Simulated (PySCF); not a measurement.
Sn(H)2(Vi)(OMe), C₃H₈OSn, SMILES C=[CH][SnH2][O]C at its B3LYP/def2-SVP optimised geometry (Å):

```
13

Sn     0.2119    -0.7947     0.0000
C     -0.6586    -1.6178     1.7747
C     -1.5748    -2.5921     1.7405
O     -0.3631     1.1289     0.0000
C      0.0526     2.0277    -0.9929
H     -0.4365    -1.5633    -1.4043
H      1.9390    -0.7947     0.0000
H     -0.3358    -1.2161     2.7428
H     -2.0136    -3.0052     2.6574
H     -1.9390    -3.0267     0.8022
H     -0.3039     1.7555    -2.0092
H      1.1563     2.1395    -1.0523
H     -0.3608     3.0267    -0.7632
```

Computed with B3LYP/def2-TZVP, def2 effective core potentials past Kr (PySCF 2.14.0). The core electrons that the potentials of Sn replace are not part of the density.

Map of the log10 of the electron density (e/bohr³), floored at −4 on the plane z = 1.2 Å:

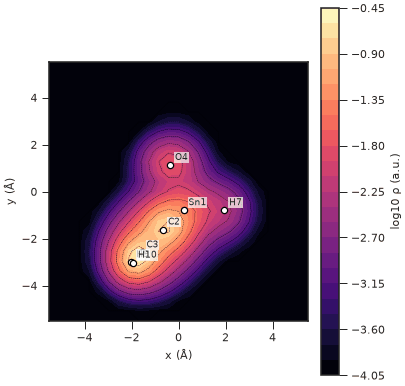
Figure. Log10 of the electron density (e/bohr³), floored at −4 on the plane z = 1.2 Å.
